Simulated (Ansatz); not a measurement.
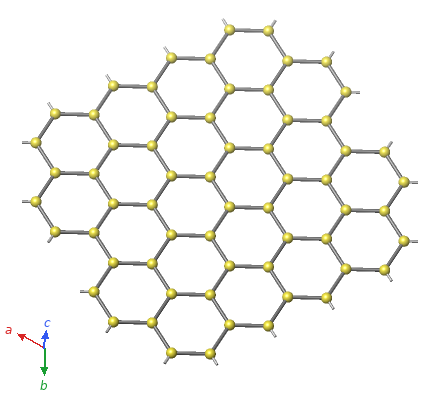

The picture shows a finite piece of the underlying net of a crystal structure, nodes on the atoms' positions. Nodes are coloured by topological kind. One layer is drawn. Short stubs are edges that leave the cut-out.

Question: What net is this?

Answer: A uninodal 3-connected, two-periodic (layers) net. It is the hcb net, known from graphene.

Question: Give point symbol and coordination sequence.

Answer: 6³, sequence 3, 6, 9, 12, 15.

Origin of the net. C (space group P6_3/mmc, No. 194). Coordinates: the end point of a relaxation with Ansatz, DFT PBE, scalar-relativistic, plane waves, PAW. Bonds are taken as C–C below 1.6 Å; no other contact counts. Atoms with one bond or none are removed and atoms with two bonds are replaced by edges, until no such atom is left. C is a 3-connected node.
